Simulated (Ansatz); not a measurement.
# How Cd(0001) screens a field, part 2 of 2

Wanted: the response of a Cd(0001) slab to a perpendicular field.

Ansatz 0.2.0; plane-wave DFT, PBE, Ansatz PAW (the session's first sound run).

So far. Step 7 (Atoms held, field 0.2 V/Å): The dipole is 0.148 e·Å. Step 8 (Single point, field -0.2 V/Å): The dipole is -0.148 e·Å.

### Step 9. Atoms held, field 0.4 V/Å

The input, input.yaml:

```yaml
crystal:
  lattice:
    - [2.98, 0.0, 0.0]
    - [1.49, 2.5807557033, 0.0]
    - [0.0, 0.0, 32.0507]
  atoms:
    - { symbol: Cd, position: [0.6666666667, 0.6666666667, 0.2808050994] }
    - { symbol: Cd, position: [0.0, 0.0, 0.3684830597] }
    - { symbol: Cd, position: [0.6666666667, 0.6666666667, 0.4561610199] }
    - { symbol: Cd, position: [0.0, 0.0, 0.5438389801] }
    - { symbol: Cd, position: [0.6666666667, 0.6666666667, 0.6315169403] }
    - { symbol: Cd, position: [0.0, 0.0, 0.7191949006] }
kpoints:
  mp_grid: { grid: [18, 18, 1] }
hamiltonian:
  xc: pbe
scf:
  occupations: { method: fermi_dirac, width: 0.1 }
  convergence: { dr2_threshold: 1.0e-10 }
efield:
  axis: 3
  dipole_correction: true
  ramp_position: 0.97
  ramp_width: 0.06
  amplitude: 0.4
output:
  forces: true
  write_potential: true
  write_density: true
  volumetric_format: npy
  elf: true
```

On the command line:

```console
$ ansatz run input.yaml --threads 4 --pin off --max-ram 6144MiB --backend cpu --events-out ev --progress --plain --runs-dir out
```

Numbers of over 12 decimals in the logs are rounded to 6 here.

The program printed:

```text
[...]
Crystal: 6 atoms, lattice volume = 246.491 Å³
Basis set: ecut = 420 eV, 4715 PW (Γ), exchange–correlation on 40×40×432 points (8 copies of the dense FFT grid, shifted against one another)
Bands: 72, of which v1, the nominal top of the filled ones, is band 60 counted from 1 (59 counted from 0)
Symmetry: 6 space group operations
k-points: 37 of 324 (time reversal used)
[...]
k-point 0: bands = [... 56 lower, -1.6735, -0.7074, 0.5002, 1.9300, 3.5424, 5.3179, 7.1364, 8.1457, ... 8 higher]
  k-point 1: bands = [... 56 lower, -1.5849, -0.6238, 0.5779, 1.9916, 3.6499, 5.4013, 7.2113, 8.2163, ... 8 higher]
  k-point 2: bands = [... 56 lower, -1.3386, -0.3831, 0.8049, 2.1763, 3.9642, 5.6498, 7.4347, 8.4280, ... 8 higher]
  k-point 36: bands = [... 56 lower, 6.3857, 6.3884, 6.4383, 6.8679, 6.9888, 6.9997, 7.5026, 7.8482, ... 8 higher]
[key lines of the parts left out:]
SCF converged after 11 iterations
Free energy (F): -49526.573059 eV
Fermi energy:    5.898510 eV
Dipole field:    D = 0.217688 V/Å  (p = 0.296534 e·Å, saw-weighted, corrected)
```

Wall time 20 s (4 threads of Arm Neoverse V2, shared host); peak memory 0.85 GiB; 78 s of CPU time.

Running mean over 2.81 Å of the planar mean, with the applied field; the ramp of the sawtooth is left out. Electron's electrostatic potential energy less the Fermi level against z:

| z (Å) | electron's electrostatic potential energy less the Fermi level (eV) |
| --- | --- |
| 4 | 2.55 |
| 6 | 3.18 |
| 8 | -2.59 |
| 10 | -4.78 |
| 12 | -4.83 |
| 14 | -4.84 |
| 16 | -4.85 |
| 18 | -4.84 |
| 20 | -4.82 |
| 22 | -4.76 |
| 24 | -2.66 |
| 26 | 4.25 |
| 28 | 5.17 |

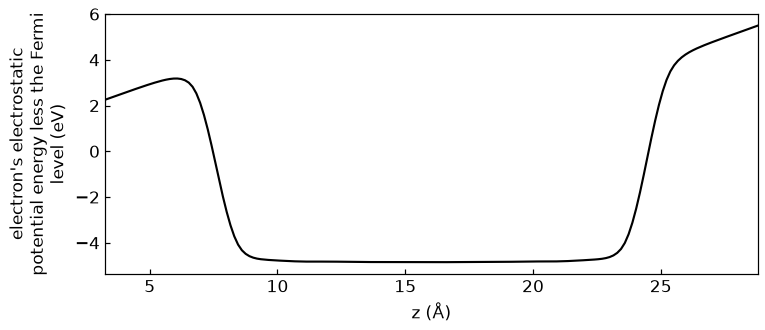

Electron's electrostatic potential energy less the Fermi level against z.

The dipole is 0.297 e·Å.

### Step 10. The response

This step: plane-wave DFT, PBE, Ansatz PAW; screening of a field by a metal slab (Ansatz 0.2.0).

The dipoles give the slope, and the difference of two potentials shows where the field is screened.

Numbers from this step:

| Property | Result |
| --- | --- |
| equivalent conductor thickness p/(ε₀AE) | 17.42 Å |
| distance between the outer atoms | 14.05 Å |
| inner field over outer field | 0.001463 |
| image plane, upper face | 1.687 Å |
| induced electrons on the upper face over ε₀E | -0.9988 |
| image plane, lower face | 1.687 Å |
| induced electrons on the lower face over ε₀E | 0.9986 |

The dipole of the cell by applied field:

| applied field (V/Å) | dipole of the cell (e·Å) |
| --- | --- |
| -0.200 | -0.148 |
| -0.100 | -0.0740 |
| -0.050 | -0.0370 |
| 0.000 | 0 |
| 0.050 | 0.0370 |
| 0.100 | 0.0740 |
| 0.200 | 0.148 |
| 0.400 | 0.297 |

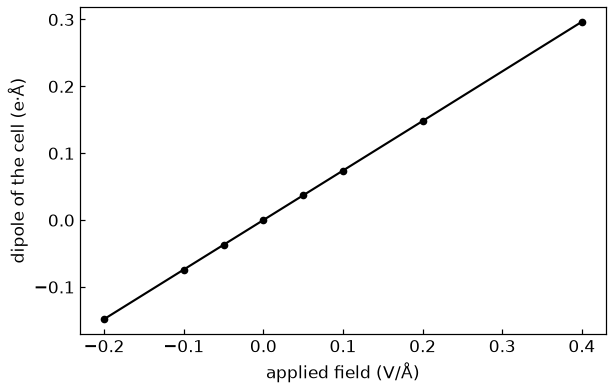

Dipole of the cell, plotted against applied field.

Local field over the applied field, running mean. From the potentials at -0.05 and 0.05 V/Å; running mean over 2.81 Å. Table of local field over applied field by z:

| z (Å) | local field over applied field |
| --- | --- |
| 6 | 0.881 |
| 8 | 0.278 |
| 10 | 0.00479 |
| 12 | 8.5e-4 |
| 14 | 0.00148 |
| 16 | 0.00163 |
| 18 | 0.00135 |
| 20 | 7.9e-4 |
| 22 | 0.00508 |
| 24 | 0.263 |
| 26 | 0.872 |

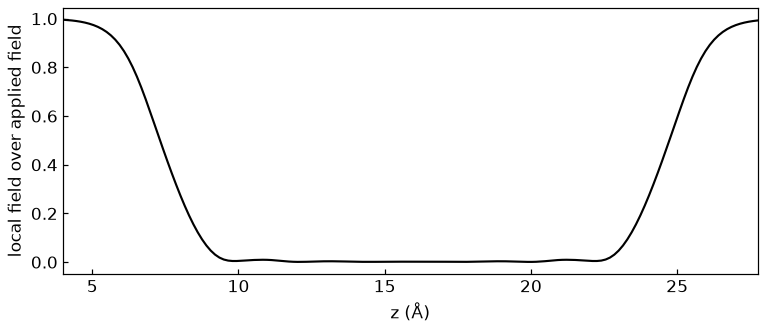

Local field over applied field against z.

Electrons, planar mean, per unit field. The induced electron density by z:

| z (Å) | induced electron density (e/Å³ per V/Å) |
| --- | --- |
| 5 | 1.1e-4 |
| 6 | 5.5e-4 |
| 7 | 0.00223 |
| 8 | 0.00305 |
| 9 | -3.1e-4 |
| 10 | 9.0e-5 |
| 11 | -2.9e-6 |
| 12 | -8.5e-5 |
| 13 | 9.8e-5 |
| 14 | -3.5e-5 |
| 15 | 9.0e-7 |
| 16 | 1.2e-6 |
| 17 | -4.7e-6 |
| 18 | 2.9e-5 |
| 19 | -8.9e-5 |
| 20 | 7.1e-5 |
| 21 | 3.9e-5 |
| 22 | -1.6e-4 |
| 23 | 3.6e-4 |
| 24 | -0.00284 |
| 25 | -0.00236 |
| 26 | -5.9e-4 |
| 27 | -1.2e-4 |

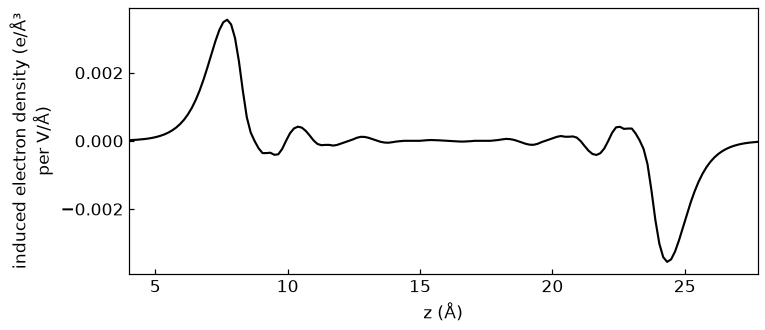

Induced electron density against z.

By hand: between -0.05 and 0.05 V/Å the dipole changes by 0.07404 e·Å, a slope of 0.7404 e·Å²/V. A perfect conductor of thickness t has p = ε₀AEt, so t = 180.95 × 0.7404 / 7.691 = 17.42 Å (e/ε₀ = 180.95 V·Å, A in Å²). Less the 14.05 Å between the outer atoms, and halved, that puts each image plane 1.68 Å out.

The induced dipole is that of a conductor 17.42 Å thick.

### Step 11. A changed input

This step: plane-wave DFT, PBE, Ansatz PAW (Ansatz 0.2.0).

An input spoilt on purpose, to show how the run answers: it repeats the earlier run at 0.05 V/Å with efield.axis from 3 to 0, and scf.max_iter set to 80.

Changes to input.yaml since step 9:

```diff
@@ -19,4 +19,5 @@
   convergence: { dr2_threshold: 1.0e-10 }
+  max_iter: 80
 efield:
-  axis: 3
+  axis: 0
   dipole_correction: true
@@ -24,3 +25,3 @@
   ramp_width: 0.06
-  amplitude: 0.4
+  amplitude: 0.05
 output:
@@ -30,2 +31 @@
   volumetric_format: npy
-  elf: true
```

The program printed:

```text
Error: invalid value for `efield.axis`: must be in [1, 3]; got 0
```

Wall time 0.02 s (4 threads); peak memory 0.03 GiB.

The program refused the input before any cycle.

The program's message: “Error: invalid value for `efield.axis`: must be in [1, 3]; got 0”

The fault put into the input: an axis of 0, outside the range 1 to 3.

### Step 12. Varying the input

This step: plane-wave DFT, PBE, Ansatz PAW, but for the change named below (Ansatz 0.2.0).

Another changed input: it repeats the earlier run at 0.05 V/Å with scf.mixing.preconditioner to local_kerker, hamiltonian.pseudopotentials to kind: paw_fr and magnetization to noncollinear: true, spin_orbit: true.

Changes to input.yaml since step 11:

```diff
@@ -16,2 +16,3 @@
   xc: pbe
+  pseudopotentials: { kind: paw_fr }
 scf:
@@ -19,5 +20,5 @@
   convergence: { dr2_threshold: 1.0e-10 }
-  max_iter: 80
+  mixing: { preconditioner: local_kerker }
 efield:
-  axis: 0
+  axis: 3
   dipole_correction: true
@@ -31 +32,4 @@
   volumetric_format: npy
+magnetization:
+  noncollinear: true
+  spin_orbit: true
```

The program printed:

```text
[...]
non-collinear run that drives no moment, with spin-orbit: no starting moment large enough to seed its density (crystal.atoms[].spin), no starting occupations that ask for one, no magnetisation constraint and no magnetic field, so the semilocal B_xc is pinned to zero
Crystal: 6 atoms, lattice volume = 246.491 Å³
Basis set: ecut = 420 eV, 4715 PW (Γ), exchange–correlation on 40×40×432 points (8 copies of the dense FFT grid, shifted against one another)
Bands: 144, of which v1, the nominal top of the filled ones, is band 120 counted from 1 (119 counted from 0)
Symmetry: 6 space group operations + 6 with time reversal
k-points: 37 of 324 (time reversal used)
Projection manifold: j_resolved (fully-relativistic pseudo-atomic orbitals)
[...]
spin=Noncollinear: local-Kerker preconditioning applied to the charge; magnetization (m_x, m_y, m_z) channels mix plain (no charge-response kernel on spin).
[...]
SCF iter  26: F=-49542.656411 eV  HF=-49542.656411 eV  |F-HF|=2.18e-11  |Δ(HF+E_count)|=  7.28e-11  Δρ=1.78e-8  dr2=2.22e-11  dr2_m=0.00e0 (ungated)  ethr=1.00e-12  |M|=0.00e0 ∫|m|=0.00e0 μB  |m|>n=0.0e0 m-floor=0.0e0 τ_xc=0.0e0  p=0.037 e·Å  D=2.72e-2 V/Å  ΔV_dip=-0.87 eV  dr2_dipole=1.18e-12  V_vac-E_F(+/−)=4.13/3.53 eV  ⟨swp⟩=5.5  Hψ=17583  notcnv=0
SCF 1 converged in 26 iterations: F = -49542.656411 eV  dr2 = 2.22e-11
[...]
SCF converged after 26 iterations
Stability not checked: this state was not tested for a lower state beside it, because the mixer in use, unlike msr1, does not test its closes by its own steps (another_mixer; see scf.mixing.algorithm and scf.lower_state_search)
an eigenvalue changed by more than its tolerance at an iteration that met the thresholds in force, so the SCF went on 2 times, its first undamped step at iteration 23: the last check found none over its tolerance
Magnetization: |M| = 0.0000 μB,  M = (+0.0000, +0.0000, +0.0000) μB
Absolute magnetization: 0.0000 μB (∫|m|)
  site 0: m = (+0.0000, +0.0000, +0.0000) μB, |m| = 0.0000 μB  (R = 1.23 Å)
  site 1: m = (+0.0000, +0.0000, +0.0000) μB, |m| = 0.0000 μB  (R = 1.23 Å)
  site 2: m = (+0.0000, +0.0000, +0.0000) μB, |m| = 0.0000 μB  (R = 1.23 Å)
  site 3: m = (+0.0000, +0.0000, +0.0000) μB, |m| = 0.0000 μB  (R = 1.23 Å)
  site 4: m = (+0.0000, +0.0000, +0.0000) μB, |m| = 0.0000 μB  (R = 1.23 Å)
  site 5: m = (+0.0000, +0.0000, +0.0000) μB, |m| = 0.0000 μB  (R = 1.23 Å)
Free energy (F): -49542.656411 eV
[...]
Internal energy: -49542.615639 eV  (E = F + TS)
E sigma→0 (E₀):  -49542.636025 eV
Entropy (-TS):   -0.040773 eV (-6.795 meV/atom)
Fermi energy:    5.905655 eV
Dipole field:    D = 0.027167 V/Å  (p = 0.037006 e·Å, saw-weighted, corrected)
Work function:   not extracted (applied field tilts the vacuum); planar V_es + V_field profile in the machine report
[...]
--- Forces (eV/Å), atoms counted from 1 ---
  atom   1  Cd    -0.00000000    -0.00000000    -0.09662597
  atom   2  Cd    -0.00000000     0.00000000     0.01015735
  atom   3  Cd    -0.00000000    -0.00000000    -0.02450545
  atom   4  Cd     0.00000000     0.00000000     0.02465021
  atom   5  Cd     0.00000000    -0.00000000    -0.01174064
  atom   6  Cd     0.00000000     0.00000000     0.09806457
  max |Σ_I F_I| component: 7.83e-8 eV/Å
--- Band table (eV; the first three rows and the last of 37) ---
  k-point 0: bands = [... 116 lower, 0.5172, 0.5172, 1.9472, 1.9472, 3.5489, 3.5489, 5.3290, 5.3290, ... 20 higher]
  k-point 1: bands = [... 116 lower, 0.5949, 0.5949, 2.0087, 2.0087, 3.6566, 3.6566, 5.4123, 5.4123, ... 20 higher]
  k-point 2: bands = [... 116 lower, 0.8215, 0.8215, 2.1929, 2.1929, 3.9713, 3.9714, 5.6608, 5.6609, ... 20 higher]
  k-point 36: bands = [... 116 lower, 6.4548, 6.4550, 6.8643, 6.8643, 6.9426, 6.9443, 7.0587, 7.0598, ... 20 higher]
```

Wall time 4.3 min (4 threads); peak memory 3.3 GiB; 17 min of CPU time.

This step gave:

| Item | Value |
| --- | --- |
| energy at zero smearing | -49542.6360 eV |
| dipole along the normal | 0.03701 e·Å |

Force by atom:

| atom | x (eV/Å) | y (eV/Å) | z (eV/Å) | size |
| --- | --- | --- | --- | --- |
| Cd1 | 0.0000 | 0.0000 | -0.0966 | 0.0966 |
| Cd2 | 0.0000 | 0.0000 | 0.0102 | 0.0102 |
| Cd3 | 0.0000 | 0.0000 | -0.0245 | 0.0245 |
| Cd4 | 0.0000 | 0.0000 | 0.0247 | 0.0247 |
| Cd5 | 0.0000 | 0.0000 | -0.0117 | 0.0117 |
| Cd6 | 0.0000 | 0.0000 | 0.0981 | 0.0981 |

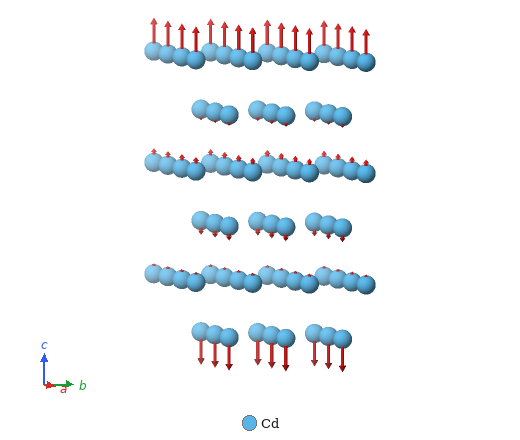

Force as arrows, the longest 0.0981 eV/Å. 3×3×1 cells are drawn. Some periodic images of atoms are drawn too.

| quantity | this run | earlier run | difference |
| --- | --- | --- | --- |
| dipole along the normal (e·Å) | 0.03701 | 0.03702 | -1.2e-5 |

The dipole moves by under 0.5 % or 5e-5 e·Å. The run took 26 SCF cycles against 11.

### Step 13. Outcome

| Quantity | Value |
| --- | --- |
| work function | 3.84 eV |
| image plane, upper face | 1.69 Å |
| induced electrons on the upper face over ε₀E | -0.999 |
| equivalent conductor thickness p/(ε₀AE) | 17.4 Å |
| inner field over outer field | 0.00146 |

In words: The induced charge has its centre 1.69 Å outside the outermost atoms; this is the plane from which a capacitor's gap or an image potential counts. The equivalent conductor thickness exceeds the distance between the outer atoms by 3.37 Å, about the sum of the two image-plane distances. In the middle of the slab the field is screened to under 0.5 % of its outer value. The atoms are held at bulk positions with the tabulated experimental lattice constant. Spin-orbit coupling enters in a check alone.

[Logs are printed without paths, hosts, clocks, repeated set-up lines and the standing remarks that a program may print on its own settings, such as how far it seeks lower states.]

[Hosts, paths, dates, database ids (printed as entryN), source tags and the programs' standing remarks are cut or masked in the printed files.]

[Maps of the electrostatic potential energy from Ansatz leave out the sawtooth potential of an applied field or a dipole correction, so their vacuum need not be flat; planar profiles and work functions include it.]
